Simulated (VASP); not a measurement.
Given:

```
CELL_PARAMETERS angstrom
      4.22244     0.00000     0.00000
      0.00000     4.48256     0.00000
      0.00000     0.00000     2.79387
ATOMIC_POSITIONS crystal
  Co 0.73171 0.82627 0.50000
  Co 0.26829 0.17373 0.50000
  Co 0.23171 0.67373 0.00000
  Co 0.76829 0.32627 0.00000
  N  0.00000 0.50000 0.50000
  N  0.50000 0.00000 0.00000
```

All values below come from PBEsol GGA, VASP's PBE PAW potentials (set 64) (plane waves; VASP 6.6.1). Settings: 520 eV cut-off, 8×8×12 Γ-centred mesh, tetrahedra with Blöchl corrections, potentials Co N.

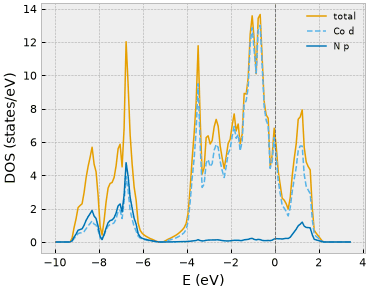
*Total and projected density of states, zero at the Fermi level*

Within 2 eV below the Fermi level the largest weight inside VASP's projection spheres is Co d.

It has no gap at this level: it comes out as a metal or semimetal.

The structure comes from a computed database's Co2N entry (Pnnm); how it stands against other phases isn't given here. It was relaxed first. The run is not spin-polarised, so no magnetic state was tried.
